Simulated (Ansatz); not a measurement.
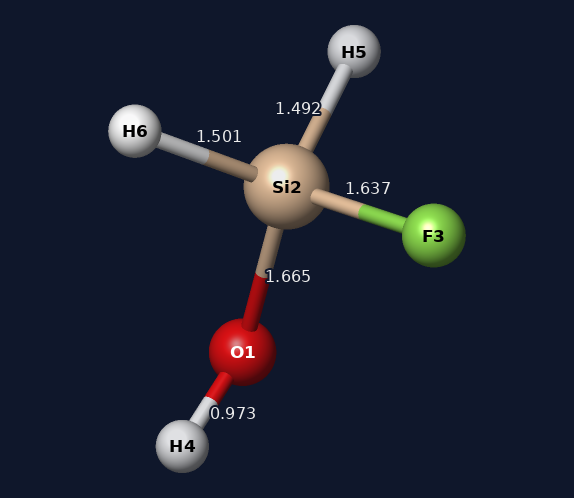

The numbers beside the sticks are distances in Å. Sticks don't show bond order. Computed geometry: PBE-D4/def2-SVP optimisation. No frequency run is at hand to confirm it as a minimum.

Assign a bond order to each marked bond.

O1–Si2 single; O1–H4 single; Si2–F3 single; Si2–H5 single; Si2–H6 single.

Give the structure as SMILES.

O[SiH2]F
